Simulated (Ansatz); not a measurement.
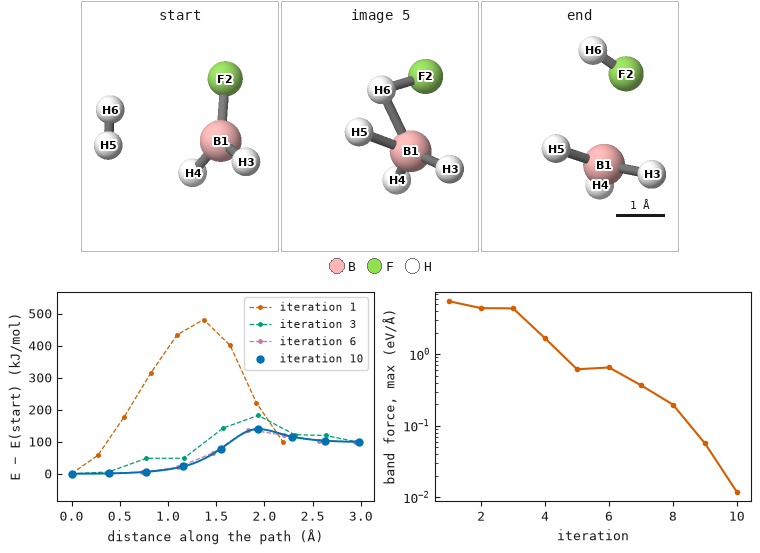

NEB run on BH₄F, made up at the start of BH$_{2}$F and H2. Images are numbered from 0 (start) to 8 (end). The plot follows the band through its iterations. The picture is a ball-and-stick view, seen at a tilt.

The calculation used RKS PBE0-D4/def2-SVPD (Ansatz 0.2.0). Settings: 7 movable images; climbing image; force threshold 0.03 eV/Å; iteration limit 60; starting path by straight interpolation.

Did the band converge, and can the barrier be trusted?

The run is converged, with reservations. The band converged in 10 iterations. The largest component of the band force went from 5.5 to 0.012 eV/Å. The climbing image converged on the top of the path. Its curvatures weren't checked. The straight starting path can push atoms close together and costs iterations. The first iteration put the highest image at 481.5 kJ/mol. The energy climbs by 139.5 kJ/mol to image 5 and then falls by 39.8 kJ/mol, so the end point sits at +99.7 kJ/mol.

Limits of the set-up: the start holds two separate molecules, 2.8 Å apart at their closest, whose relative position is a soft coordinate.
